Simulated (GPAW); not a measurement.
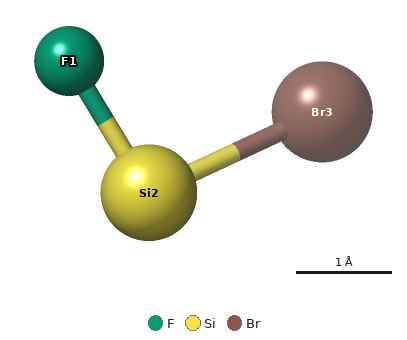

Figure 1. The input geometry (ball-and-stick view, seen at a tilt; atoms are numbered from 1 in the order of the input).

**Property calculation, with input and output: SiBrF**

System: SiBrF, SMILES F[Si]Br.
Method: PBE/real-space grid, scalar-relativistic datasets (GPAW 26.7.0).

The geometry comes from this level: GFN2-xTB.

## Output
```
__  _  _
 | _ |_)|_||  |
 |__||  | ||/\| - 26.7.0

units:  Angstrom and eV
cores:  1
OpenMP: False

Versions:
  Python: 3.12.14
  ASE:    3.29.0
  Numpy:  2.5.5
  Scipy:  1.18.1
  Libxc:  7.0.0

        _gpaw.cpython-312-x86_64-linux-gnu.so

Input parameters:
  mode=FD(),
  h=0.18,
  maxiter=150,
  xc=XC(name='PBE')

Diagonalizing LCAO Hamiltonian
Converting LCAO to fd mode
        .--------------------------.
       /|                          |
      / |                          |
     /  |                          |
    /   |                          |
   /    |                          |
  /     |                          |
 *      |                          |
 |      |            Br            |
 |      |                          |
 |      |      F   Si              |
 |      .--------------------------.
 |     /                          /
 |    /                          /
 |   /                          /
 |  /                          /
 | /                          /
 |/                          /
 *--------------------------*

Atoms  # Å, Bohr magnetons
|   | symbol |        x |        y |        z |    initial magnetic moments |
|---|--------|----------|----------|----------|-----------------------------|
| 0 |      F | 4.500000 | 4.500000 | 4.500000 | ( 0.0000,  0.0000,  0.0000) |
| 1 |     Si | 6.121184 | 4.500000 | 4.500000 | ( 0.0000,  0.0000,  0.0000) |
| 2 |     Br | 6.365467 | 6.725762 | 4.500000 | ( 0.0000,  0.0000,  0.0000) |

Unit cell  # Å
| periodic |         x |         y |        z |   lengths |    angles |
|----------|-----------|-----------|----------|-----------|-----------|
|       no | 10.865467 |  0.000000 | 0.000000 | 10.865467 | 90.000000 |
|       no |  0.000000 | 11.225762 | 0.000000 | 11.225762 | 90.000000 |
|       no |  0.000000 |  0.000000 | 9.000000 |  9.000000 | 90.000000 |

Number of symmetries: 2
Symmetry operations  # r_c * U_cc + t_c -> r_c
|   | kind |            matrix            |
|---|------|------------------------------|
| 0 |  E   |  1, 0, 0,  0, 1, 0,  0, 0, 1 |
| 1 |  σ   |  1, 0, 0,  0, 1, 0,  0, 0,-1 |

BZ-sampling:
  Number of BZ points: 1
  Number of IBZ points: 1

  Monkhorst-Pack size: [1, 1, 1]
  Monkhorst-Pack shift: [0, 0, 0]

K-points  # in reciprocal-cell coordinates
|   |                                coordinates |     weight |
|---|--------------------------------------------|------------|
| 0 | (  0.00000000,   0.00000000,   0.00000000) | 1.00000000 |

Uniform wave function grid shape: (np.int64(59), np.int64(63), np.int64(51))
Spin-components: 1 (collinear spins)
Bands:           12
Projectors:      15
Spin-degeneracy: 2
Datatype:        float64

  Storage: CPU
  Wave functions: 18_198_432 bytes (18_198_432 per core)

Parallelization:
  kpt:    1
  domain: 1
  band:   1

Density:
  Valence electrons: 18.0
  Components: 1
  Grid points: [60 64 52]
  Charge: 0.0  # |e|

Potential:
  Grid points: [60 64 52]

species:
  F:
    name:    Fluorine
    Z:       9.0
    valence: 7
    core:    2
    charge:  0.0  # [|e|]
    file:    F.PBE.gz
    compensation charges:
      type: gauss
      rc: 0.20  # [Å]
      lmax: 2
    cutoffs:
      filter: 1.14  # [Å]
      core: 0.74  # [Å]
    projectors
    | kind |    occ | energy [eV] | rcut [Å] |
    |------|--------|-------------|----------|
    |   2s |  2.000 |     -29.898 |    0.635 |
    |   2p |  5.000 |     -11.110 |    0.635 |
    |    s |        |      -2.687 |    0.635 |
    |    p |        |      16.102 |    0.635 |
    |    d |        |       0.000 |    0.635 |

    Using partial waves for F as LCAO basis

  Si:
    name:    Silicon
    Z:       14.0
    valence: 4
    core:    10
    charge:  0.0  # [|e|]
    file:    Si.PBE.gz
    compensation charges:
      type: gauss
      rc: 0.33  # [Å]
      lmax: 2
    cutoffs:
      filter: 1.86  # [Å]
      core: 2.06  # [Å]
    projectors
    | kind |    occ | energy [eV] | rcut [Å] |
    |------|--------|-------------|----------|
    |   3s |  2.000 |     -10.812 |    1.058 |
    |   3p |  2.000 |      -4.081 |    1.058 |
    |    s |        |      16.399 |    1.058 |
    |    p |        |      23.130 |    1.058 |
    |    d |        |       0.000 |    1.058 |

    Using partial waves for Si as LCAO basis

  Br:
    name:    Bromine
    Z:       35.0
    valence: 7
    core:    28
    charge:  0.0  # [|e|]
    file:    Br.PBE.gz
    compensation charges:
      type: gauss
      rc: 0.35  # [Å]
      lmax: 2
    cutoffs:
      filter: 1.98  # [Å]
      core: 2.38  # [Å]
    projectors
    | kind |    occ | energy [eV] | rcut [Å] |
    |------|--------|-------------|----------|
    |   4s |  2.000 |     -20.121 |    1.111 |
    |   4p |  5.000 |      -7.861 |    1.111 |
    |    s |        |       7.091 |    1.111 |
    |    p |        |      19.351 |    1.111 |
    |    d |        |       0.000 |    1.111 |

    Using partial waves for Br as LCAO basis

Reference energy: -81502.672765  # eV

eigensolver:
  PPCG
  Converge bands: occupied
  niter=2

density mixing:
  MSR1-Mixer
  Pratt-step length: 0.05
  Maximum mixing coefficient: 0.75
  Old densities: 10
  SVD Regularization: 0.005
  Good broyden scale: 1.0
  Trust region scale: 1.0
  Backstep threshold: 4.0
  History deletion threshold: 6.0
  Fourier metric: weight=20.0, sigma=0.015

occupation numbers:
  # Zero width

FastPoissonSolver using
    Stencil: 6*3+1=19 point O(h^6) finite-difference Laplacian
    FFT axes: []
    FST axes: [np.int64(2), np.int64(0), np.int64(1)]

xc functional:
  name: PBE with 2 nearest neighbor stencil
interpolation: tri-quintic # 5. degree polynomial

Initialization done in: 1.422 s

convergence criteria:
- Maximum [total energy] change in last 3 cyles: 0.0005 eV / valence electron
- Maximum integral of absolute [dens]ity change: 0.0001 electrons / valence electron
- Maximum integral of absolute [eigenst]ate change: 4e-08 eV^2 / valence electron
maximum number of iterations: 150

SCF iterations
|iter     |     time |      energy | eigst |  dens |
|---------|----------|-------------|-------|-------|
|iter:   1| 00:00:02 |  -13.058093 | +0.77 |       |
|iter:   2| 00:00:03 |  -12.894701 | -0.39 | -1.01 |
|iter:   3| 00:00:03 |  -12.316863 | +0.10 | -1.05 |
|iter:   4| 00:00:04 |  -12.313440 | -0.88 | -1.47 |
|iter:   5| 00:00:05 |  -12.313312c| -1.57 | -1.77 |
|iter:   6| 00:00:06 |  -12.313392c| -2.47 | -2.40 |
|iter:   7| 00:00:06 |  -12.313445c| -3.21 | -2.81 |
|iter:   8| 00:00:07 |  -12.313447c| -4.20 | -3.39 |
|iter:   9| 00:00:08 |  -12.313448c| -4.89 | -3.88 |
|iter:  10| 00:00:09 |  -12.313448c| -5.60 | -4.39c|
|iter:  11| 00:00:09 |  -12.313448c| -6.32 | -4.80c|
|iter:  12| 00:00:10 |  -12.313448c| -7.00 | -5.33c|
|iter:  13| 00:00:11 |  -12.313448c| -7.47c| -5.55c|

Converged in 13 steps
SCF loop duration: 9.373 s (0.721 s/step)
Energy contributions relative to reference atoms: (reference = -81502.672765)

Energy contributions:
  Kinetic:          17.708549
  Coulomb:         -18.878039
  Zero:              0.181431
  External:          0.000000
  Xc:              -11.325388
  Entropy:           0.000000
  Spinorbit:         0.000000
  ----------------------------
  Free energy:     -12.313448
  Extrapolated:    -12.313448

dipole moment: (0.158603, -0.185591, -0.000000)  # |e|*Ang

Fermi level: -5.157
Eigenvalues  # (at kpt = [0.000, 0.000, 0.000])
| band index |      eig [eV] | occ [0-2] |
|------------|---------------|-----------|
|          0 |       -30.030 |     2.000 |
|          1 |       -20.232 |     2.000 |
|          2 |       -13.466 |     2.000 |
|          3 |       -11.036 |     2.000 |
|          4 |       -10.946 |     2.000 |
|          5 |       -10.254 |     2.000 |
|          6 |        -7.877 |     2.000 |
|          7 |        -7.541 |     2.000 |
|          8 |        -6.842 |     2.000 |
|          9 |        -3.472 |     0.000 |
|         10 |        -1.221 |     0.000 |
|         11 |        -0.576 |     0.000 |

Gap: 3.370 eV
Transition (v -> c):
  (s=0, k=0, n=8, [0.00, 0.00, 0.00]) -> (s=0, k=0, n=9, [0.00, 0.00, 0.00])
No difference between direct/indirect transitions
vacuum-level: 0.000  # V
Energy = -12.31345 eV

Forces  # eV/Ang
|        x |        y |       z |
|----------|----------|---------|
| -0.76031 | -0.36223 | 0.00000 |  # F    0
|  0.33256 | -0.18660 | 0.00000 |  # Si   1
|  0.29681 |  0.52149 | 0.00000 |  # Br   2

Force computation time: 0.048  # s
Forces (eV/Ang)
F    -0.7603   -0.3622    0.0000
Si    0.3326   -0.1866    0.0000
Br    0.2968    0.5215    0.0000
Dipole                  1.173 D
HOMO = -6.842 eV
LUMO: -3.472 eV
Gap = 3.370 eV
```

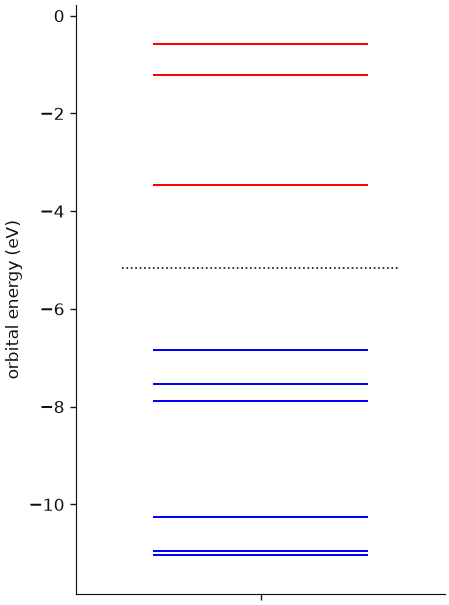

Figure 2. Orbital energies near the frontier; the dotted line parts filled from empty levels, and levels within 0.02 eV of each other stand side by side. Highest filled −6.84 eV, lowest empty −3.47 eV, 3.37 eV apart.

The run was set up as follows.

## The input (gs_sp.py)
```python
import numpy as np
from ase.io.zmatrix import parse_zmatrix
from ase.units import Debye
from gpaw import GPAW

atoms = parse_zmatrix("""
F
Si 1 1.621184
Br 2 2.239127 1 96.2633
""")
atoms.center(vacuum=4.5)

calculator = GPAW(mode="fd", maxiter=150, xc="PBE", h=0.18, txt="-")
atoms.calc = calculator

energy = atoms.get_potential_energy()
print(f"Energy = {energy:.5f} eV")
forces = atoms.get_forces()
print("Forces (eV/Ang)")
for symbol, f in zip(atoms.symbols, forces):
    print(f'{symbol:2} {f[0]:9.4f} {f[1]:9.4f} {f[2]:9.4f}')
dipole = atoms.get_dipole_moment() / Debye
print(f"Dipole                  {np.linalg.norm(dipole):.3f} D")
homo, lumo = calculator.get_homo_lumo()
print(f"HOMO = {homo:.3f} eV")
print(f"LUMO: {lumo:.3f} eV")
print(f"Gap = {lumo - homo:.3f} eV")
```

Launch command:
```bash
python3 gs_sp.py
```

## Results in brief

| quantity | value |
| --- | --- |
| outcome | converged |
| energy relative to the program's reference atoms | −12.3134 eV |
| largest force | 0.842 eV/Å |
| HOMO | −6.84 eV |
| LUMO | −3.47 eV |
| dipole moment | 1.17 D |
| hardware | 1 thread of Intel Xeon (Granite Rapids), 12 GiB of memory available, shared host |
| wall time | 11 s |
| peak memory | 0.51 GiB |
